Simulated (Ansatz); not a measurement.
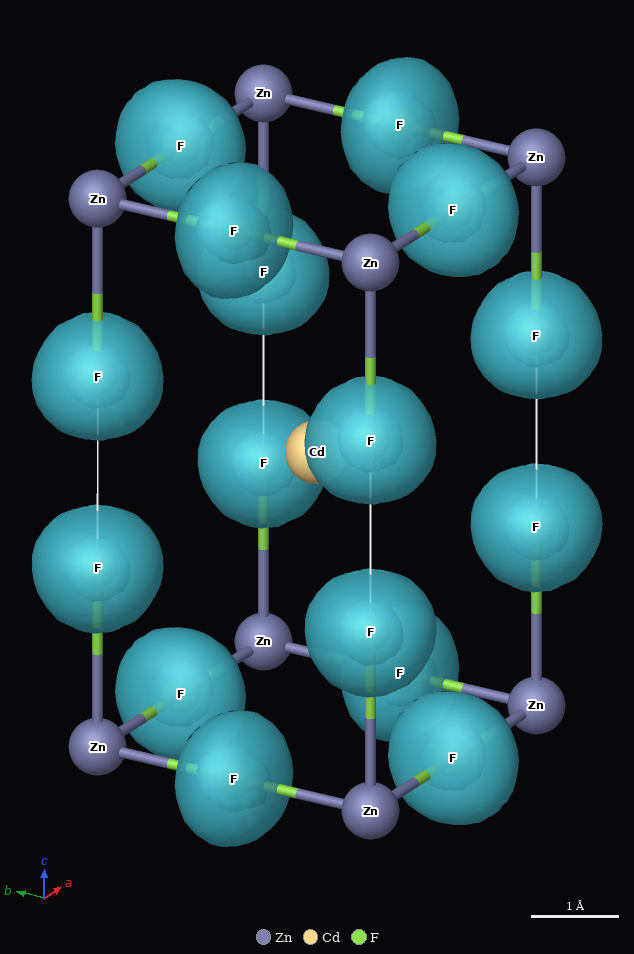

Figure. ZnCdF$_{4}$. Isosurface of the electron localisation function at 0.75 (cyan), seen at an oblique angle. Only the valence region is drawn (cores and ρ < 0.01 e/Å³ removed). Sticks mark near contacts.

Space group P4/mmm; a structure generated by program, which may or may not match a known phase.

The calculation used DFT PBE, scalar-relativistic, plane waves, PAW (Ansatz 0.2.0).

Core electrons are frozen (PAW), and the valence fields are smoothed inside the atomic spheres.

What do the ELF domains correspond to?

Answer. At this value the surface marks out four regions wrapped around F (the valence shell of each), counted in one cell of 6 atoms. Regions shared between cells count once.

Values along the shortest contacts:
Zn–F (1.84 Å): the ELF peaks at about 0.80 in the valence shell of F, 0.6 Å from its nucleus, and is about 0.20 at the midpoint (no localised pair shows between them). Cd–F (2.87 Å): the ELF is about 0.05 at the midpoint (no localised pair shows between them).
